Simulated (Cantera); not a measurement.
Feed: 1 mol Fe(CO)₅, 0.082 mol O₂, 0.16 mol H₂, at 1 atm.

Cantera equilibrium calculation (NASA polynomials, part measured and part estimated; ideal gas, pure solids and liquids). Candidate condensed phases: C, C₆H₆, C₇H₈, C₈H₁₈, Fe, Fe(CO)₅, FeO, Fe(OH)₂, Fe(OH)₃, Fe₂O₃, Fe₃O₄, H₂O; 114 gas species. Condensed phases not in the tables: cementite and carbon dissolved in iron. Kinetics and transport are ignored.

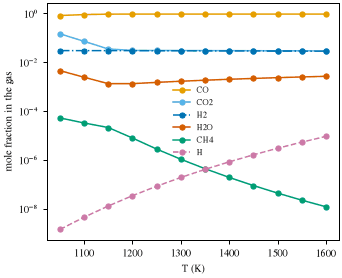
Equilibrium gas composition (values under 1e-9 drawn at 1e-9)

From 1050 K to 1150 K the condensed part is C(graphite) + Fe(α). From 1200 K to 1600 K the condensed part is Fe(γ).
